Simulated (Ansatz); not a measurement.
**C2H3F2GaSi: geometry and vibrations**

Aim: relax C2H3F2GaSi from a cheap starting geometry, then compute its harmonic vibrations to see whether it is a minimum and to get the zero-point energy and entropy, and look at its orbitals and charge.

The runs use Ansatz 0.2.0, Gaussian basis; RKS PBE0-D4/def2-TZVP.

Plan: relaxation at PBE0-D4/def2-TZVP; harmonic vibrations at the same level; a single point in def2-TZVPP for the fields.

## Step 1: Starting geometry

SMILES `C#C[Si](F)(F)[GaH2]`, 9 atoms, charge 0, spin multiplicity 1.

Atoms are counted from 1 here; the program's logs count them from 0.

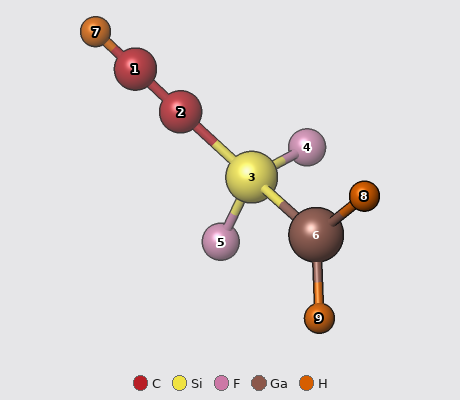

As it starts; carbon red, silicon yellow, fluorine pink, gallium brown, hydrogen orange; atoms are numbered from 1 in the order of the file.

As a file:

```xyz
9
charge 0, multiplicity 1
C     1.4863   -2.3480   -0.6066
C     1.0024   -1.2483   -0.5674
Si    0.1801    0.4088   -0.4370
F    -0.3257    0.8045   -1.9202
F     1.3613    1.5011   -0.2705
Ga   -1.4644    1.1761    1.1187
H     1.9306   -3.3007   -0.6626
H    -2.9328    0.5429    1.2940
H    -1.2379    2.4637    2.0517
```

The start is a GFN2-xTB geometry.

## Step 2: Optimising with PBE0-D4/def2-TZVP

The input, in.yaml:

```yaml
crystal:
  periodic: [false, false, false]
  atoms:
    - {symbol: C, position_ang: [1.486340, -2.348010, -0.606550]}
    - {symbol: C, position_ang: [1.002440, -1.248340, -0.567400]}
    - {symbol: Si, position_ang: [0.180110, 0.408790, -0.437020]}
    - {symbol: F, position_ang: [-0.325730, 0.804500, -1.920230]}
    - {symbol: F, position_ang: [1.361290, 1.501080, -0.270500]}
    - {symbol: Ga, position_ang: [-1.464440, 1.176050, 1.118730]}
    - {symbol: H, position_ang: [1.930610, -3.300680, -0.662650]}
    - {symbol: H, position_ang: [-2.932760, 0.542890, 1.293960]}
    - {symbol: H, position_ang: [-1.237860, 2.463730, 2.051670]}
basis:
  gaussian: {orbitals: def2-TZVP}
hamiltonian: {xc: pbe0, dispersion: d4}
relax: {f_tol: 0.005, max_steps: 150}
```

Command:

```sh
> ansatz run in.yaml --threads 4 --pin off --events-out ev --progress --plain --max-ram 10444MiB
```

Output, shortened:

```text
Functional definition: PBE0
  name "PBE0"
  cite "Adamo & Barone, J. Chem. Phys. 110, 6158 (1999) doi:10.1063/1.478522"
  cite "Perdew, Burke & Ernzerhof, Phys. Rev. Lett. 77, 3865 (1996) doi:10.1103/PhysRevLett.77.3865"
  parent pbe
[...]
1485 factors; their error is unknown
[...]
mean field -67798.93705386 eV, -2491.5649809592 hartree, gradient 5.7e-5 eV, S^2 0.000000; 0 other end points of the search recorded, 0 dependent functions left out
[...]
reference -67798.93708949 eV, -2491.5649822687 hartree; 39, 39 occupied and 188, 188 virtual orbitals, 1485 factors
relax step   1: F+E_penalty+E_count = -67799.13069351 eV  Δ(F+E_penalty+E_count) = +0.000e0 eV  max|allowed force component| = 1.295e0 eV/Å  Δτ_max = 0.0000 Å  (28 SCF iters, accepted)
[...]
relax step   8: F+E_penalty+E_count = -67799.36352592 eV  Δ(F+E_penalty+E_count) = -6.580e-4 eV  max|allowed force component| = 2.341e-2 eV/Å  Δτ_max = 0.0192 Å  (34 SCF iters, accepted)
[...]
relax step  15: F+E_penalty+E_count = -67799.36562046 eV  Δ(F+E_penalty+E_count) = -4.659e-4 eV  max|allowed force component| = 3.242e-2 eV/Å  Δτ_max = 0.0976 Å  (32 SCF iters, accepted)
[...]
relax step  22: F+E_penalty+E_count = -67799.36694086 eV  Δ(F+E_penalty+E_count) = -2.103e-4 eV  max|allowed force component| = 2.609e-2 eV/Å  Δτ_max = 0.0656 Å  (34 SCF iters, accepted)
[...]
relax step  30: F+E_penalty+E_count = -67799.36726731 eV  Δ(F+E_penalty+E_count) = -4.925e-6 eV  max|allowed force component| = 4.162e-3 eV/Å  Δτ_max = 0.0132 Å  (35 SCF iters, accepted)
[...]
relax step  31: F+E_penalty+E_count = -67799.36727046 eV  Δ(F+E_penalty+E_count) = -3.153e-6 eV  max|allowed force component| = 3.275e-3 eV/Å  Δτ_max = 0.0118 Å  (35 SCF iters, accepted)
1485 factors; their error is unknown
mean field -67799.16743191 eV, -2491.5734471963 hartree, gradient 8.3e-6 eV, S^2 0.000000; 1 other end points of the search recorded, 0 dependent functions left out
[...]
reference -67799.16746780 eV, -2491.5734485154 hartree; 39, 39 occupied and 188, 188 virtual orbitals, 1485 factors
Total energy: -67799.36730635 eV, -2491.5807924468 hartree
Atom 0 at     1.331339    -2.155195    -0.327364 Å, force    -0.003275     0.001058     0.002446 eV/Å
Atom 1 at     0.942474    -1.032311    -0.539033 Å, force     0.000299     0.000138    -0.001143 eV/Å
Atom 2 at     0.221224     0.633056    -0.672694 Å, force     0.002406    -0.000506    -0.000589 eV/Å
Atom 3 at    -0.433602     0.764466    -2.119253 Å, force    -0.000492    -0.000374    -0.000434 eV/Å
Atom 4 at     1.417857     1.684769    -0.643572 Å, force    -0.001630    -0.000666     0.000944 eV/Å
Atom 5 at    -1.380701     1.018349     1.097827 Å, force     0.000916     0.000378     0.000141 eV/Å
Atom 6 at     1.687092    -3.146129    -0.156685 Å, force     0.001804    -0.000087    -0.001425 eV/Å
Atom 7 at    -2.885705     0.633290     0.888932 Å, force    -0.000126    -0.000282    -0.000661 eV/Å
Atom 8 at    -0.899979     1.599716     2.471852 Å, force     0.000098     0.000340     0.000721 eV/Å
Dipole moment:    -0.094459    -0.322872     0.319217 e Å
```

Wall time 1.7 min (4 threads of Intel Xeon Platinum 8488C, shared host); peak memory 0.77 GiB.

Step by step: (the energy doesn't fall at every step)

| step | energy from step 1 (eV) | largest force component (eV/Å) |
| --- | --- | --- |
| 1 | 0.0000 | 1.2949 |
| 2 | -0.1386 | 0.9178 |
| 3 | -0.1834 | 0.6262 |
| 4 | -0.1869 | 0.9133 |
| 5 | -0.2252 | 0.1358 |
| 6 | -0.2290 | 0.0790 |
| 7 | -0.2322 | 0.0603 |
| 8 | -0.2328 | 0.0234 |
| 9 | -0.2330 | 0.1314 |
| 10 | -0.2341 | 0.0156 |
| 11 | -0.2343 | 0.0073 |
| 12 | -0.2336 | 0.1183 |
| 13 | -0.2135 | 1.9627 |
| 14 | -0.2345 | 0.0044 |
| 15 | -0.2349 | 0.0324 |
| 16 | -0.2346 | 0.0866 |
| 17 | -0.2352 | 0.0372 |
| 18 | -0.2355 | 0.0350 |
| 19 | -0.2356 | 0.0512 |
| 20 | -0.2358 | 0.0395 |
| 21 | -0.2360 | 0.0234 |
| 22 | -0.2362 | 0.0261 |
| 23 | -0.2363 | 0.0456 |
| 24 | -0.2364 | 0.0234 |
| 25 | -0.2365 | 0.0160 |
| 26 | -0.2365 | 0.0103 |
| 27 | -0.2366 | 0.0114 |
| 28 | -0.2366 | 0.0062 |
| 29 | -0.2366 | 0.0058 |
| 30 | -0.2366 | 0.0042 |
| 31 | -0.2366 | 0.0033 |

The force was under the threshold of 0.005 eV/Å already at step 14, but the program went on to step 31.

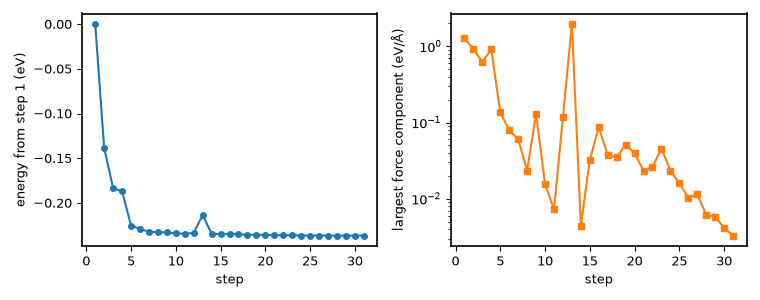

Energy and force, step by step.

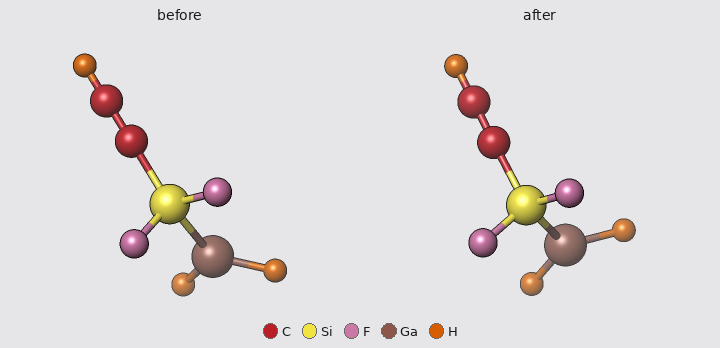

Before and after, at one scale.

Distances of close pairs at the start and the end, largest changes first:

| bond | before (Å) | after (Å) | change (Å) |
| --- | --- | --- | --- |
| Ga6–H8 | 1.609 | 1.567 | -0.041 |
| Ga6–H9 | 1.606 | 1.567 | -0.039 |
| C2–Si3 | 1.855 | 1.820 | -0.035 |
| Si3–Ga6 | 2.390 | 2.419 | +0.028 |
| Si3–F5 | 1.617 | 1.593 | -0.024 |
| Si3–F4 | 1.616 | 1.593 | -0.023 |
| C1–H7 | 1.053 | 1.067 | +0.014 |
| C1–C2 | 1.202 | 1.207 | +0.005 |

Mulliken charges of the relaxed molecule (report file):

| atom | value (e) |
| --- | --- |
| C1 | -0.13 |
| C2 | -0.20 |
| Si3 | 0.66 |
| F4 | -0.29 |
| F5 | -0.29 |
| Ga6 | 0.19 |
| H7 | 0.19 |
| H8 | -0.06 |
| H9 | -0.06 |

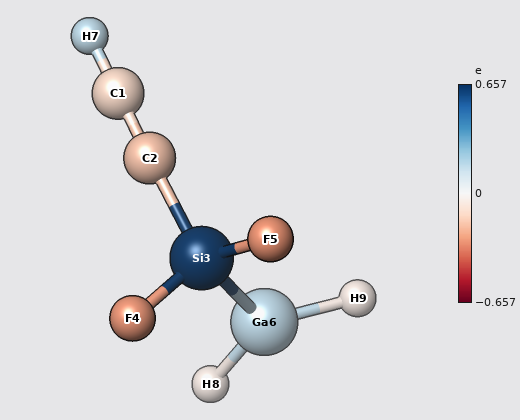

Mulliken charges of the relaxed molecule (report file), as colours on the atoms.

## Step 3: Vibrations by finite differences

The input, in.yaml:

```yaml
crystal:
  periodic: [false, false, false]
  atoms:
    - {symbol: C, position_ang: [1.331339, -2.155195, -0.327364]}
    - {symbol: C, position_ang: [0.942474, -1.032311, -0.539033]}
    - {symbol: Si, position_ang: [0.221224, 0.633056, -0.672694]}
    - {symbol: F, position_ang: [-0.433602, 0.764466, -2.119253]}
    - {symbol: F, position_ang: [1.417857, 1.684769, -0.643572]}
    - {symbol: Ga, position_ang: [-1.380701, 1.018349, 1.097827]}
    - {symbol: H, position_ang: [1.687092, -3.146129, -0.156685]}
    - {symbol: H, position_ang: [-2.885705, 0.633290, 0.888932]}
    - {symbol: H, position_ang: [-0.899979, 1.599716, 2.471852]}
basis:
  gaussian: {orbitals: def2-TZVP}
hamiltonian: {xc: pbe0, dispersion: d4}
phonons: {temperatures: {t_min: 298.15, t_max: 900, t_step: 200}}
```

Same command.

Output, shortened:

```text
Functional definition: PBE0
  name "PBE0"
  cite "Adamo & Barone, J. Chem. Phys. 110, 6158 (1999) doi:10.1063/1.478522"
  cite "Perdew, Burke & Ernzerhof, Phys. Rev. Lett. 77, 3865 (1996) doi:10.1103/PhysRevLett.77.3865"
  parent pbe
[...]
1485 factors; their error is unknown
[...]
mean field -67799.16742885 eV, -2491.5734470841 hartree, gradient 6.1e-5 eV, S^2 0.000000; 0 other end points of the search recorded, 0 dependent functions left out
[...]
reference -67799.16746470 eV, -2491.5734484013 hartree; 39, 39 occupied and 188, 188 virtual orbitals, 1485 factors
[...]
1485 factors; their error is unknown
mean field -67799.16737553 eV, -2491.5734451246 hartree, gradient 2.4e-6 eV, S^2 0.000000; 0 other end points of the search recorded, 0 dependent functions left out
[...]
reference -67799.16741137 eV, -2491.5734464417 hartree; 39, 39 occupied and 188, 188 virtual orbitals, 1485 factors
[...]
Atom 1 at     0.942474    -1.032311    -0.539033 Å, force     0.000241     0.000041    -0.001095 eV/Å
Atom 2 at     0.221224     0.633056    -0.672694 Å, force     0.002698    -0.000741    -0.000709 eV/Å
Atom 3 at    -0.433602     0.764466    -2.119253 Å, force    -0.000614    -0.000259    -0.000382 eV/Å
Atom 4 at     1.417857     1.684769    -0.643572 Å, force    -0.001699    -0.000629     0.000976 eV/Å
Atom 5 at    -1.380701     1.018349     1.097827 Å, force     0.000833     0.000515     0.000194 eV/Å
Atom 6 at     1.687092    -3.146129    -0.156685 Å, force     0.001795    -0.000085    -0.001424 eV/Å
Atom 7 at    -2.885705     0.633290     0.888932 Å, force    -0.000136    -0.000341    -0.000719 eV/Å
Atom 8 at    -0.899979     1.599716     2.471852 Å, force     0.000128     0.000349     0.000731 eV/Å
Dipole moment:    -0.094459    -0.322875     0.319218 e Å
Vibrations: 38.43 64.64 127.84 131.49 189.85 255.84 301.79 345.29 420.11 451.22 565.75 656.30 737.27 748.16 748.71 874.69 929.15 1973.80 1982.41 2158.06 3461.18 cm⁻¹, zero-point energy 1.063906 eV
```

Run time: 2.2 min. Hardware: 4 threads of Intel Xeon Platinum 8488C, shared host; peak memory 0.76 GiB.

Motions are named by where the mode's potential energy lies. The modes, unscaled (a negative number is an imaginary wavenumber):

| mode | cm⁻¹ | motion |
| --- | --- | --- |
| 1 | 38 | torsion |
| 2 | 65 | bend |
| 3 | 128 | bend |
| 4 | 131 | bend |
| 5 | 190 | bend |
| 6 | 256 | Ga–Si stretch with bend |
| 7 | 302 | bend with torsion |
| 8 | 345 | bend |
| 9 | 420 | bend |
| 10 | 451 | bend |
| 11 | 566 | torsion with out-of-plane bend |
| 12 | 656 | Si–C stretch |
| 13 | 737 | bend |
| 14 | 748 | bend |
| 15 | 749 | bend |
| 16 | 875 | Si–F stretch |
| 17 | 929 | Si–F stretch |
| 18 | 1974 | Ga–H stretch |
| 19 | 1982 | Ga–H stretch |
| 20 | 2158 | C–C stretch |
| 21 | 3461 | C–H stretch |

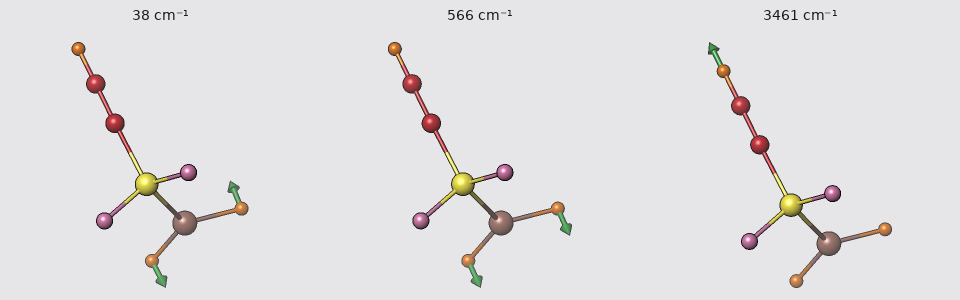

How the atoms move in 3 of the modes.

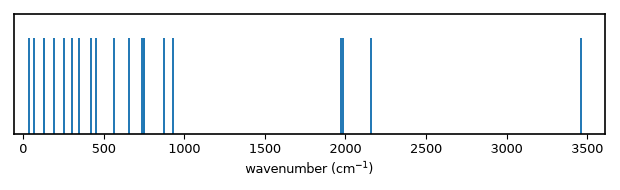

The harmonic wavenumbers as sticks (no intensities were computed).

From these modes and the moments of inertia (298.15 K, 1 bar, symmetry number 1):

| term | value |
| --- | --- |
| zero-point energy | 102.7 kJ/mol |
| H(298) − E | 128.6 kJ/mol |
| entropy, translation | 172.4 J/(mol K) |
| entropy, rotation | 122.0 J/(mol K) |
| entropy, vibration | 107.4 J/(mol K) |
| entropy, total | 401.9 J/(mol K) |

## Step 4: Fields at the relaxed geometry

Edit in.yaml of step 3 so:

```diff
@@ -13,4 +13,4 @@
 basis:
-  gaussian: {orbitals: def2-TZVP}
+  gaussian: {orbitals: def2-TZVPP}
 hamiltonian: {xc: pbe0, dispersion: d4}
-phonons: {temperatures: {t_min: 298.15, t_max: 900, t_step: 200}}
+output: {orbitals: {seedname: orbitals}}
```

Same command.

Output:

```text
Functional definition: PBE0
  name "PBE0"
  cite "Adamo & Barone, J. Chem. Phys. 110, 6158 (1999) doi:10.1063/1.478522"
  cite "Perdew, Burke & Ernzerhof, Phys. Rev. Lett. 77, 3865 (1996) doi:10.1103/PhysRevLett.77.3865"
  parent pbe
  parameter a = 0.25
  parameter kappa = 0.804
  parameter beta = 0.06672455060314922
  exchange = (1 - a)*pbe_x(kappa = kappa, mu = beta*pi^2/3) + a*exact_x
  correlation = pbe_c(beta = beta)
1553 factors; their error is unknown
mean field evaluation 1: about -67791.9190 eV, gradient 6.3e1 eV
mean field evaluation 2: about -67785.5227 eV, gradient 8.6e1 eV
mean field evaluation 4: about -67798.8574 eV, gradient 6.9e0 eV
mean field evaluation 8: about -67799.1927 eV, gradient 3.0e-1 eV
mean field evaluation 16: about -67799.1928 eV, gradient 3.6e-5 eV
mean field -67799.19278946 eV, -2491.5743790690 hartree, gradient 3.6e-5 eV, S^2 0.000000; 0 other end points of the search recorded, 0 dependent functions left out
reference -67799.19282520 eV, -2491.5743803827 hartree; 39, 39 occupied and 217, 217 virtual orbitals, 1553 factors
Total energy: -67799.39266376 eV, -2491.5817243142 hartree
```

Run time: 2.6 s. Hardware: 4 threads of Intel Xeon Platinum 8488C, shared host; peak memory 0.82 GiB.

Orbitals, density, ELF and potential are computed afterwards from the orbital file.

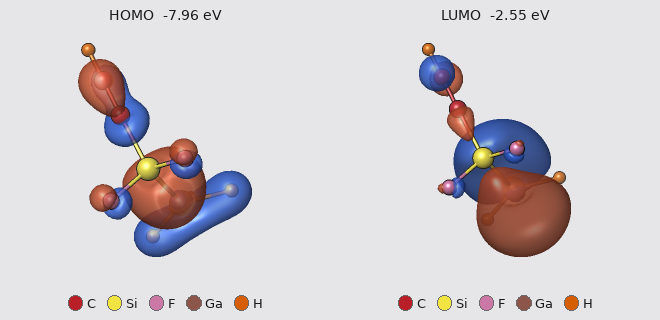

Frontier orbitals at PBE0-D4/def2-TZVPP; each surface holds 70 % of the orbital's density, blue and red mark the sign.

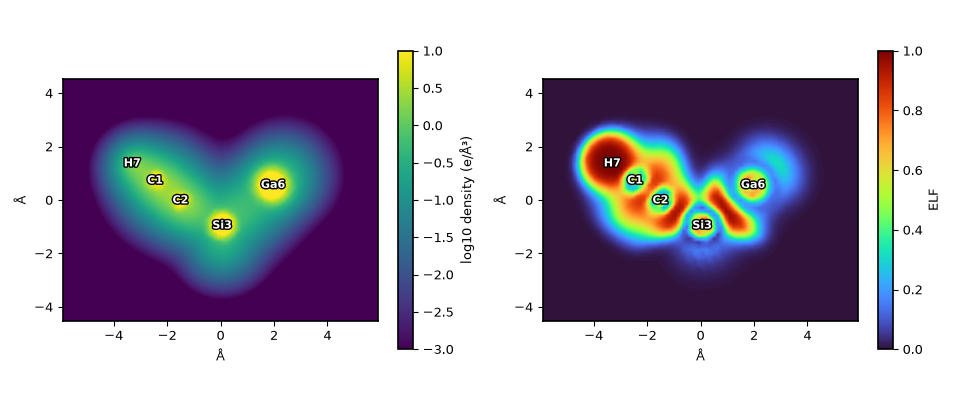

Density (left) and ELF (right) in a plane through or near 5 of the atoms.

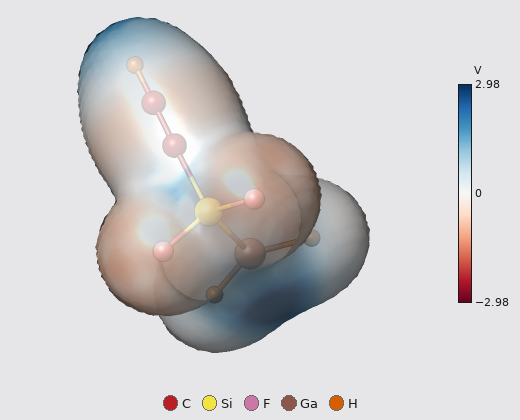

Electrostatic potential on the surface of density 0.002 e/bohr³; red is low, blue high. It runs from -0.86 V near F5 to 2.98 V near Ga6.

## Step 5: Summary of results

| quantity | value |
| --- | --- |
| point group | Cs |
| steps | 31 |
| shift from the start (rms) | 0.484 Å |
| total energy | -67799.3673 eV |
| dispersion term | -200 meV |
| dipole moment | 2.23 D |
| lowest, highest wavenumber | 38, 3461 cm⁻¹ |
| zero-point energy | 102.7 kJ/mol |
| entropy at 298.15 K | 401.9 J/(mol K) |
| HOMO, LUMO | -7.96, -2.55 eV |

In words: The relaxed geometry lies 0.48 Å (rms) from the start; the bond that changed most is Ga6–H8, from 1.609 to 1.567 Å. No mode is imaginary: a true minimum at this level. The stiffest mode, 3461 cm⁻¹, is a C–H stretch, and 5 modes under 200 cm⁻¹ make the vibrational entropy uncertain. Harmonic hybrid wavenumbers usually lie a few per cent above measured fundamentals. The largest Mulliken charge, +0.66 e, sits on Si3. The HOMO lies mostly on Si3 26 %; Ga6 23 % and the LUMO on Ga6 52 %; H8, H9 about 12 % each.
